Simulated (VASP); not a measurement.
Band structure of GaP (relaxed from the zinc blende structure, space group F-43m). Method: PBE GGA, VASP's PBE PAW potentials (set 64) (plane waves; VASP).

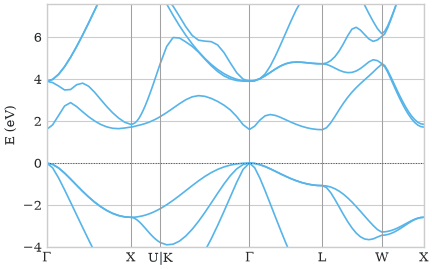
Fig. 1. Bands along high-symmetry lines, zero at the valence-band maximum or, without a gap, the Fermi level

Question: Read the plot: is there a gap, and where are the band edges?

Answer: The gap is indirect, 1.59 eV, from the valence maximum at Γ to the conduction minimum at L. (Edges off the drawn lines would not show.)

The structure was generated: GaP was put into the zinc blende type (F-43m), which need not be its known phase. It was relaxed first, which changed the volume by +13 %.
